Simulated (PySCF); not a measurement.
# FH₇OSi₃: electronic structure in real space

For FH₇OSi₃, the scripts below compute its lowest excited states, pull one bond apart with RHF, UHF and CASSCF and see where an electron leaves and enters.

The runs use PySCF 2.14.0; levels as typed in each script, gas phase, geometry from GFN2-xTB.

## (1) The system as given

SMILES `F[SiH2][SiH2]O[SiH3]`, 12 atoms, charge 0, spin multiplicity 1.

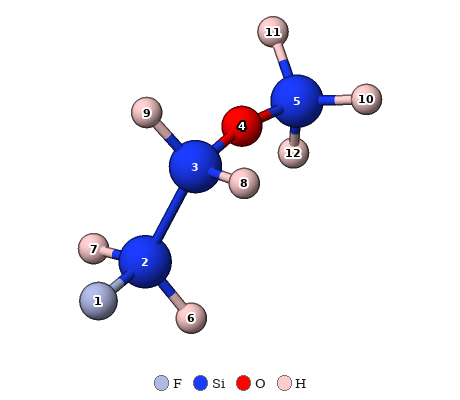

The geometry (fluorine light blue, silicon blue, oxygen red, hydrogen pink); atoms are numbered from 1 in the order of the file.

Coordinates:

```
F     3.13530    0.00152   -0.07523
Si    1.67275   -0.68477    0.03855
Si    0.15228    1.03284   -0.00735
O    -1.32056    0.36041    0.11974
Si   -2.70320   -0.46029   -0.03914
H     1.68388   -1.63024   -1.08069
H     1.78995   -1.46874    1.27023
H     0.13029    1.81954   -1.24949
H     0.20999    1.97393    1.11937
H    -3.38014    0.05410   -1.22702
H    -3.45053   -0.20409    1.18834
H    -2.34233   -1.87023   -0.19042
```

## (2) Excited states (B3LYP/6-31+g*)

Contents of input.py:

```python
import numpy as np
from pyscf import gto, scf, dft, tdscf
from pyscf.scf import atom_ks, atom_hf
from scipy.linalg import block_diag

def solve(mol, dm0=None, hcore=None):
    mf = (dft.UKS if mol.spin else dft.RKS)(mol, xc='b3lyp')
    mf.grids.level = 3
    mf = mf.density_fit(auxbasis='def2-universal-jkfit')
    mf.conv_tol, mf.max_cycle = 1e-8, 80
    if hcore is not None:
        mf.get_hcore = lambda *args: hcore
    mf.kernel(dm0)
    if not mf.converged:
        mf = mf.newton().run(mf.mo_coeff, mf.mo_occ, max_cycle=30)
    assert mf.converged, 'SCF not converged'
    return mf

mol = gto.M(atom='''
F      3.13530     0.00152    -0.07523
Si     1.67275    -0.68477     0.03855
Si     0.15228     1.03284    -0.00735
O     -1.32056     0.36041     0.11974
Si    -2.70320    -0.46029    -0.03914
H      1.68388    -1.63024    -1.08069
H      1.78995    -1.46874     1.27023
H      0.13029     1.81954    -1.24949
H      0.20999     1.97393     1.11937
H     -3.38014     0.05410    -1.22702
H     -3.45053    -0.20409     1.18834
H     -2.34233    -1.87023    -0.19042
''', basis='6-31+g*', charge=0, spin=0, verbose=4)
mf = solve(mol)
td = mf.TDDFT()
td.nstates, td.singlet, td.conv_tol = 4, True, 1e-5
td.kernel()
td.analyze()
x, y = np.array([p[0] for p in td.xy]), np.array([p[1] + 0 * p[0] for p in td.xy])
f, mu = td.oscillator_strength(), td.transition_dipole()
nto = [td.get_nto(state=i + 1, verbose=4) for i in range(len(td.e))]
# spherically averaged free atoms, for the promolecule
atm = atom_ks.get_atm_nrks(mol, xc='b3lyp')
pro = block_diag(*[(atm[a[0]][2] * atm[a[0]][3]) @ atm[a[0]][2].T for a in mol._atom])
np.savez('result.npz', e=td.e, f=f, ok=td.converged, w=[n[0] for n in nto], nto=[n[1] for n in nto], x=x, y=y, c=mf.mo_coeff, occ=mf.mo_occ, eps=mf.mo_energy, pro=pro, mu=mu)
```

Started as:

```console
> OMP_NUM_THREADS=1 python input.py
```

Log:

```text
[ENV] PYSCF_TMPDIR <dir>
[ENV] PYSCF_MAX_MEMORY 1375
[INPUT] verbose = 4
[INPUT] num. atoms = 12
[INPUT] num. electrons = 66
[INPUT] charge = 0
[INPUT] spin (= nelec alpha-beta = 2S) = 0
[INPUT] symmetry False subgroup None
[INPUT] Mole.unit = angstrom
[INPUT] Symbol           X                Y                Z      unit          X                Y                Z       unit  Magmom
[INPUT]  1 F      3.135300000000   0.001520000000  -0.075230000000 AA    5.924858318349   0.002872383709  -0.142164096351 Bohr   0.0
[INPUT]  2 Si     1.672750000000  -0.684770000000   0.038550000000 AA    3.161039374866  -1.294027758318   0.072848942102 Bohr   0.0
[INPUT]  3 Si     0.152280000000   1.032840000000  -0.007350000000 AA    0.287767494249   1.951784730496  -0.013889487016 Bohr   0.0
[INPUT]  4 O     -1.320560000000   0.360410000000   0.119740000000 AA   -2.495496731056   0.681076192554   0.226275806155 Bohr   0.0
[INPUT]  5 Si    -2.703200000000  -0.460290000000  -0.039140000000 AA   -5.108307659924  -0.869822037876  -0.073963880515 Bohr   0.0
[INPUT]  6 H      1.683880000000  -1.630240000000  -1.080690000000 AA    3.182072026633  -3.080707117311  -2.042208125556 Bohr   0.0
[INPUT]  7 H      1.789950000000  -1.468740000000   1.270230000000 AA    3.382515276665  -2.775516348194   2.400386815206 Bohr   0.0
[INPUT]  8 H      0.130290000000   1.819540000000  -1.249490000000 AA    0.246212416770   3.438432272691  -2.361193895383 Bohr   0.0
[INPUT]  9 H      0.209990000000   1.973930000000   1.119370000000 AA    0.396823588897   3.730187089063   2.115302732054 Bohr   0.0
[INPUT] 10 H     -3.380140000000   0.054100000000  -1.227020000000 AA   -6.387538862687   0.102234183339  -2.318731749364 Bohr   0.0
[INPUT] 11 H     -3.450530000000  -0.204090000000   1.188340000000 AA   -6.520556684595  -0.385674204762   2.245637142866 Bohr   0.0
[INPUT] 12 H     -2.342330000000  -1.870230000000  -0.190420000000 AA   -4.426362193352  -3.534222489945  -0.359841648640 Bohr   0.0

nuclear repulsion = 359.462033430748
number of shells = 60
number of NR pGTOs = 255
number of NR cGTOs = 116
basis = 6-31+g*
ecp = {}

******** <class 'pyscf.df.df_jk.DFRKS'> ********
method = DFRKS
initial guess = minao
damping factor = 0
level_shift factor = 0
DIIS = <class 'pyscf.scf.diis.CDIIS'>
diis_start_cycle = 1
diis_space = 8
diis_damp = 0
SCF conv_tol = 1e-08
SCF conv_tol_grad = None
SCF max_cycles = 80
direct_scf = False
XC library pyscf.dft.libxc version 7.0.0
    S. Lehtola, C. Steigemann, M. J.T. Oliveira, and M. A.L. Marques.,  SoftwareX 7, 1–5 (2018)
XC functionals = b3lyp
    P. J. Stephens, F. J. Devlin, C. F. Chabalowski, and M. J. Frisch.,  J. Phys. Chem. 98, 11623 (1994)
radial grids:
    Treutler-Ahlrichs [JCP 102, 346 (1995); DOI:10.1063/1.469408] (M4) radial grids

becke partition: Becke, JCP 88, 2547 (1988); DOI:10.1063/1.454033
pruning grids: <function nwchem_prune at 0x7ff77f54bd80>
grids dens level: 3
symmetrized grids: False
atomic radii adjust function: <function treutler_atomic_radii_adjust at 0x7ff77f5902c0>
small_rho_cutoff = 0
Set gradient conv threshold to 0.0001
Initial guess from minao.
tot grids = 154544
******** <class 'pyscf.df.df.DF'> ********
auxbasis = def2-universal-jkfit
init E= -1048.04406884841
  HOMO = -0.310137331412363  LUMO = -0.0913452863265038  gap/eV = 5.95363
cycle= 1 E= -1047.7180455765  delta_E= 0.326  |g|= 0.929  |ddm|=  3.3
  HOMO = -0.174489948467485  LUMO = -0.0558462622341946  gap/eV = 3.22846
cycle= 2 E= -1047.30388714191  delta_E= 0.414  |g|= 1.74  |ddm|= 2.36
  HOMO = -0.300201963433126  LUMO = -0.0605004838637266  gap/eV = 6.52261
cycle= 3 E= -1047.87461551444  delta_E= -0.571  |g|= 0.0794  |ddm|= 1.62
  HOMO = -0.288853659649308  LUMO = -0.0537389850030023  gap/eV = 6.39780
cycle= 4 E= -1047.87511268302  delta_E= -0.000497  |g|= 0.0777  |ddm|= 0.19
  HOMO = -0.29258668373539  LUMO = -0.0553149157381312  gap/eV = 6.45649
cycle= 5 E= -1047.87619823945  delta_E= -0.00109  |g|= 0.0099  |ddm|= 0.0604
  HOMO = -0.294029776060415  LUMO = -0.0563303385810885  gap/eV = 6.46813
cycle= 6 E= -1047.8762240224  delta_E= -2.58e-05  |g|= 0.00103  |ddm|= 0.0162
  HOMO = -0.293833076318325  LUMO = -0.0561436240365132  gap/eV = 6.46786
cycle= 7 E= -1047.87622438815  delta_E= -3.66e-07  |g|= 0.000258  |ddm|= 0.00347
  HOMO = -0.293855453349285  LUMO = -0.0561655267269838  gap/eV = 6.46787
cycle= 8 E= -1047.87622440981  delta_E= -2.17e-08  |g|= 5.48e-05  |ddm|= 0.000727
  HOMO = -0.293856213864076  LUMO = -0.0561658972337393  gap/eV = 6.46788
cycle= 9 E= -1047.87622441064  delta_E= -8.39e-10  |g|= 9.57e-06  |ddm|= 0.000125
  HOMO = -0.293856698576938  LUMO = -0.0561664341251493  gap/eV = 6.46788
Extra cycle  E= -1047.87622441064  delta_E= 4.55e-12  |g|= 1.09e-05  |ddm|= 3.28e-05
converged SCF energy = -1047.87622441064

******** <class 'pyscf.tdscf.rks.TDDFT'> for <class 'pyscf.df.df_jk.DFRKS'> ********
nstates = 4 singlet
deg_eia_thresh = 1.000e-03
wfnsym = None
conv_tol = 1e-05
eigh lindep = 1e-12
eigh level_shift = 0
eigh max_cycle = 100

Excitation energies (eV)
[5.47035651 6.02136761 6.83535898 6.92080176]

** Singlet excitation energies and oscillator strengths **
Excited State   1:      5.47036 eV    226.65 nm  f=0.0197
      33 -> 34        0.70334
Excited State   2:      6.02137 eV    205.91 nm  f=0.0018
      32 -> 34        0.70168
Excited State   3:      6.83536 eV    181.39 nm  f=0.0029
      30 -> 34       -0.18801
      31 -> 34       -0.66573
Excited State   4:      6.92080 eV    179.15 nm  f=0.0096
      30 -> 34       -0.46954
      31 -> 34        0.10873
      33 -> 35        0.49687

** Transition electric dipole moments (AU) **
state          X           Y           Z        Dip. S.      Osc.
  1        -0.0314      0.3819     -0.0089      0.1469      0.0197
  2         0.0146      0.0086      0.1099      0.0124      0.0018
  3        -0.0118      0.0100     -0.1317      0.0176      0.0029
  4         0.1056     -0.2125      0.0054      0.0563      0.0096

** Transition velocity dipole moments (imaginary part, AU) **
state          X           Y           Z        Dip. S.      Osc.
  1        -0.0042      0.0830     -0.0023      0.0069      0.0229
  2         0.0038      0.0015      0.0138      0.0002      0.0006
  3        -0.0026      0.0039     -0.0250      0.0006      0.0017
  4         0.0266     -0.0593      0.0030      0.0042      0.0111

** Transition magnetic dipole moments (imaginary part, AU) **
state          X           Y           Z
  1        -0.0233     -0.0245      0.0175
  2         0.0291      0.2849      0.0163
  3        -0.2213      0.6305     -0.0926
  4        -0.1289      0.0391      0.4510
State 1: 5.47036 eV  NTO largest component 0.9921061801958674
    occ-NTO: 0.999102 (MO #33)
    vir-NTO: 0.998788 (MO #34)
State 2: 6.02137 eV  NTO largest component 0.9971884480348028
    occ-NTO: 0.997526 (MO #32)
    vir-NTO: 0.996105 (MO #34)
State 3: 6.83536 eV  NTO largest component 0.9762705502321193
    occ-NTO: 0.958498 (MO #31)
    vir-NTO: 0.992902 (MO #34)
State 4: 6.9208 eV  NTO largest component 0.5532332121025961
    occ-NTO: -0.551407 (MO #30) + 0.817918 (MO #33)
    vir-NTO: 0.540825 (MO #34) + 0.827251 (MO #35)
Spherically averaged atomic KS for {'F', 'Si', 'H', 'O'}

******** <class 'pyscf.scf.atom_ks.AtomSphAverageRKS'> ********
method = AtomSphAverageRKS
initial guess = vsap
damping factor = 0
level_shift factor = 0
diis_start_cycle = 1
diis_space = 12
SCF conv_tol = 1e-09
SCF conv_tol_grad = None
SCF max_cycles = 50
direct_scf = True
direct_scf_tol = 1e-13
XC library pyscf.dft.libxc version 7.0.0
    S. Lehtola, C. Steigemann, M. J.T. Oliveira, and M. A.L. Marques.,  SoftwareX 7, 1–5 (2018)
XC functionals = b3lyp
    P. J. Stephens, F. J. Devlin, C. F. Chabalowski, and M. J. Frisch.,  J. Phys. Chem. 98, 11623 (1994)
radial grids:
    Treutler-Ahlrichs [JCP 102, 346 (1995); DOI:10.1063/1.469408] (M4) radial grids

becke partition: Becke, JCP 88, 2547 (1988); DOI:10.1063/1.454033
pruning grids: <function nwchem_prune at 0x7ff77f54bd80>
grids dens level: 3
symmetrized grids: False
atomic radii adjust function: <function treutler_atomic_radii_adjust at 0x7ff77f5902c0>
User specified grid scheme (100, 434)
small_rho_cutoff = 0
Set gradient conv threshold to 3.16228e-05
tot grids = 25232
init E= 259.822701654575
cycle= 1 E= 259.822486365818  delta_E= -0.000215  |g|=    0  |ddm|= 0.158
cycle= 2 E= 259.823519766903  delta_E= 0.00103  |g|=    0  |ddm|= 0.156
cycle= 3 E= 259.818230326205  delta_E= -0.00529  |g|=    0  |ddm|= 0.0783
cycle= 4 E= 259.8182325084  delta_E= 2.18e-06  |g|=    0  |ddm|= 0.00804
cycle= 5 E= 259.81821880515  delta_E= -1.37e-05  |g|=    0  |ddm|= 0.00403
cycle= 6 E= 259.818218809715  delta_E= 4.56e-09  |g|=    0  |ddm|= 0.000366
cycle= 7 E= 259.818218781453  delta_E= -2.83e-08  |g|=    0  |ddm|= 0.0002
cycle= 8 E= 259.818218781473  delta_E= 1.96e-11  |g|=    0  |ddm|= 1.95e-05
Extra cycle  E= 259.818218781489  delta_E= 1.61e-11  |g|=    0  |ddm|= 2.17e-05
Atomic HF for atom  F  converged. SCF energy = 259.818218781489

******** <class 'pyscf.scf.atom_ks.AtomSphAverageRKS'> ********
method = AtomSphAverageRKS
initial guess = vsap
damping factor = 0
level_shift factor = 0
diis_start_cycle = 1
diis_space = 12
SCF conv_tol = 1e-09
SCF conv_tol_grad = None
SCF max_cycles = 50
direct_scf = True
direct_scf_tol = 1e-13
XC library pyscf.dft.libxc version 7.0.0
    S. Lehtola, C. Steigemann, M. J.T. Oliveira, and M. A.L. Marques.,  SoftwareX 7, 1–5 (2018)
XC functionals = b3lyp
    P. J. Stephens, F. J. Devlin, C. F. Chabalowski, and M. J. Frisch.,  J. Phys. Chem. 98, 11623 (1994)
radial grids:
    Treutler-Ahlrichs [JCP 102, 346 (1995); DOI:10.1063/1.469408] (M4) radial grids

becke partition: Becke, JCP 88, 2547 (1988); DOI:10.1063/1.454033
pruning grids: <function nwchem_prune at 0x7ff77f54bd80>
grids dens level: 3
symmetrized grids: False
atomic radii adjust function: <function treutler_atomic_radii_adjust at 0x7ff77f5902c0>
User specified grid scheme (100, 434)
small_rho_cutoff = 0
Set gradient conv threshold to 3.16228e-05
tot grids = 24008
init E= 70.1617738588761
cycle= 1 E= 70.1555049555619  delta_E= -0.00627  |g|=    0  |ddm|= 0.313
cycle= 2 E= 70.1543657735164  delta_E= -0.00114  |g|=    0  |ddm|= 0.196
cycle= 3 E= 70.1540027952527  delta_E= -0.000363  |g|=    0  |ddm|= 0.0912
cycle= 4 E= 70.1539385406316  delta_E= -6.43e-05  |g|=    0  |ddm|= 0.0439
cycle= 5 E= 70.1539182166979  delta_E= -2.03e-05  |g|=    0  |ddm|= 0.0218
cycle= 6 E= 70.1539146640235  delta_E= -3.55e-06  |g|=    0  |ddm|= 0.0103
cycle= 7 E= 70.1539135435575  delta_E= -1.12e-06  |g|=    0  |ddm|= 0.00513
cycle= 8 E= 70.1539133476665  delta_E= -1.96e-07  |g|=    0  |ddm|= 0.00241
cycle= 9 E= 70.1539132859271  delta_E= -6.17e-08  |g|=    0  |ddm|= 0.0012
cycle= 10 E= 70.1539132751329  delta_E= -1.08e-08  |g|=    0  |ddm|= 0.000565
cycle= 11 E= 70.1539132717313  delta_E= -3.4e-09  |g|=    0  |ddm|= 0.000283
cycle= 12 E= 70.15391327093  delta_E= -8.01e-10  |g|=    0  |ddm|= 7.12e-05
Extra cycle  E= 70.153913270911  delta_E= -1.9e-11  |g|=    0  |ddm|= 2.38e-05
Atomic HF for atom  Si  converged. SCF energy = 70.153913270911

******** <class 'pyscf.scf.atom_ks.AtomSphAverageRKS'> ********
method = AtomSphAverageRKS
initial guess = vsap
damping factor = 0
level_shift factor = 0
diis_start_cycle = 1
diis_space = 12
SCF conv_tol = 1e-09
SCF conv_tol_grad = None
SCF max_cycles = 50
direct_scf = True
direct_scf_tol = 1e-13
XC library pyscf.dft.libxc version 7.0.0
    S. Lehtola, C. Steigemann, M. J.T. Oliveira, and M. A.L. Marques.,  SoftwareX 7, 1–5 (2018)
XC functionals = b3lyp
    P. J. Stephens, F. J. Devlin, C. F. Chabalowski, and M. J. Frisch.,  J. Phys. Chem. 98, 11623 (1994)
radial grids:
    Treutler-Ahlrichs [JCP 102, 346 (1995); DOI:10.1063/1.469408] (M4) radial grids

becke partition: Becke, JCP 88, 2547 (1988); DOI:10.1063/1.454033
pruning grids: <function nwchem_prune at 0x7ff77f54bd80>
grids dens level: 3
symmetrized grids: False
atomic radii adjust function: <function treutler_atomic_radii_adjust at 0x7ff77f5902c0>
User specified grid scheme (100, 434)
small_rho_cutoff = 0
Set gradient conv threshold to 3.16228e-05
tot grids = 24752
init E= 284.550890497885
cycle= 1 E= 284.550110914077  delta_E= -0.00078  |g|=    0  |ddm|= 0.131
cycle= 2 E= 284.550174261056  delta_E= 6.33e-05  |g|=    0  |ddm|= 0.112
cycle= 3 E= 284.548035126367  delta_E= -0.00214  |g|=    0  |ddm|= 0.0562
cycle= 4 E= 284.548035123718  delta_E= -2.65e-09  |g|=    0  |ddm|= 0.000406
cycle= 5 E= 284.548035099595  delta_E= -2.41e-08  |g|=    0  |ddm|= 0.00019
cycle= 6 E= 284.548035099594  delta_E= -7.39e-13  |g|=    0  |ddm|= 2.94e-06
Extra cycle  E= 284.548035099594  delta_E= -5.68e-14  |g|=    0  |ddm|= 2.81e-06
Atomic HF for atom  O  converged. SCF energy = 284.548035099594

******** <class 'pyscf.scf.atom_ks.AtomSphAverageRKS'> ********
method = AtomSphAverageRKS
initial guess = vsap
damping factor = 0
level_shift factor = 0
diis_start_cycle = 1
diis_space = 12
SCF conv_tol = 1e-09
SCF conv_tol_grad = None
SCF max_cycles = 50
direct_scf = True
direct_scf_tol = 1e-13
XC library pyscf.dft.libxc version 7.0.0
    S. Lehtola, C. Steigemann, M. J.T. Oliveira, and M. A.L. Marques.,  SoftwareX 7, 1–5 (2018)
XC functionals = b3lyp
    P. J. Stephens, F. J. Devlin, C. F. Chabalowski, and M. J. Frisch.,  J. Phys. Chem. 98, 11623 (1994)
radial grids:
    Treutler-Ahlrichs [JCP 102, 346 (1995); DOI:10.1063/1.469408] (M4) radial grids

becke partition: Becke, JCP 88, 2547 (1988); DOI:10.1063/1.454033
pruning grids: <function nwchem_prune at 0x7ff77f54bd80>
grids dens level: 3
symmetrized grids: False
atomic radii adjust function: <function treutler_atomic_radii_adjust at 0x7ff77f5902c0>
User specified grid scheme (100, 434)
small_rho_cutoff = 0
Set gradient conv threshold to 3.16228e-05
tot grids = 26240
init E= 359.023964447852
cycle= 1 E= 359.018524892234  delta_E= -0.00544  |g|=    0  |ddm|= 0.156
cycle= 2 E= 359.018499787663  delta_E= -2.51e-05  |g|=    0  |ddm|= 0.0104
cycle= 3 E= 359.01849962846  delta_E= -1.59e-07  |g|=    0  |ddm|= 0.00083
cycle= 4 E= 359.018499627468  delta_E= -9.91e-10  |g|=    0  |ddm|= 6.55e-05
Extra cycle  E= 359.018499627462  delta_E= -6.2e-12  |g|=    0  |ddm|= 5.17e-06
Atomic HF for atom  H  converged. SCF energy = 359.018499627462
```

It took 13 min on 1 thread of Intel Xeon at 2.50GHz (Skylake/Cascade Lake), shared host; peak memory 0.77 GiB.

The free atoms at the end serve only for the promolecule density; their printed energies are not used.

## (3) What the saved matrices give

Full linear response singlet states:

```
state  energy (eV)      f  leading pair's weight
   S1         5.47  0.020                   0.99
   S2         6.02  0.002                   1.00
   S3         6.83  0.003                   0.98
   S4         6.92  0.010                   0.55
```

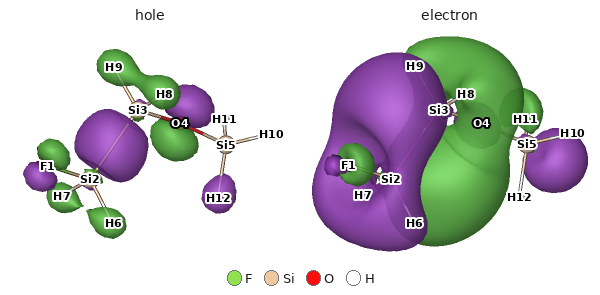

Leading natural transition orbital pair of S₁ (full linear response singlet states); the surfaces enclose about 70 % of each orbital's density.

> Where does the state lie, and where do hole and electron sit?

5.47 eV (227 nm), f = 0.020; the leading pair carries 99 %; hole on O4 (23 %), Si2 (22 %) and Si3 (21 %), electron on Si2 (34 %), Si3 (28 %) and Si5 (10 %); their centroids lie 0.4 Å apart. In canonical orbitals it is mainly HOMO → LUMO (99 %). The HOMO–LUMO gap is 6.47 eV.

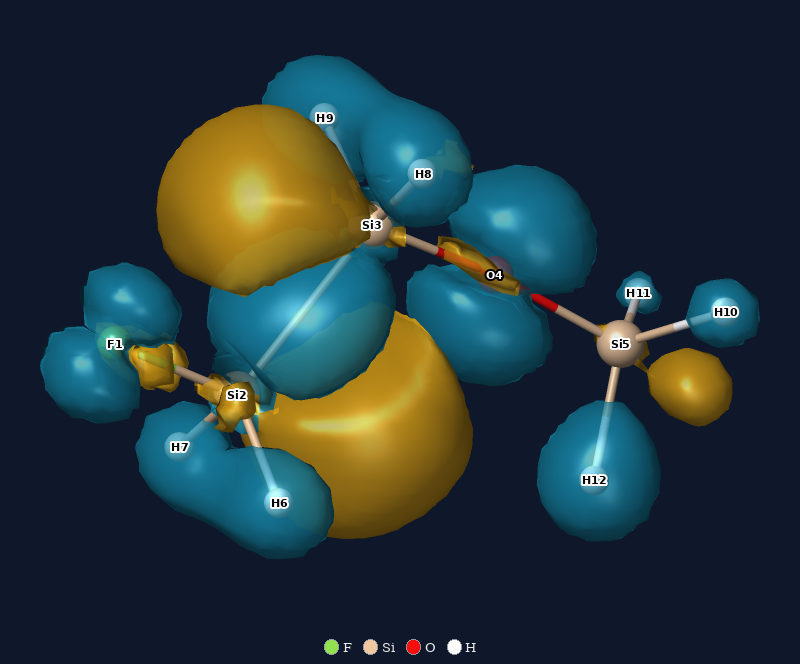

Unrelaxed difference density of S₁ less the ground state (full linear response singlet states), ±0.01 e/Å³; yellow: gain, teal: loss.

> How does the charge move on excitation?

0.70 e is displaced in all, of which about 0.2 e passes between atoms: O4 (0.18 e) lose electrons and Si2 (0.12 e) and Si3 (0.08 e) gain them. The state: 5.47 eV (227 nm), f = 0.020; the leading pair carries 99 %; hole on O4 (23 %), Si2 (22 %) and Si3 (21 %), electron on Si2 (34 %), Si3 (28 %) and Si5 (10 %); their centroids lie 0.4 Å apart.

[end of part 1 of 3]
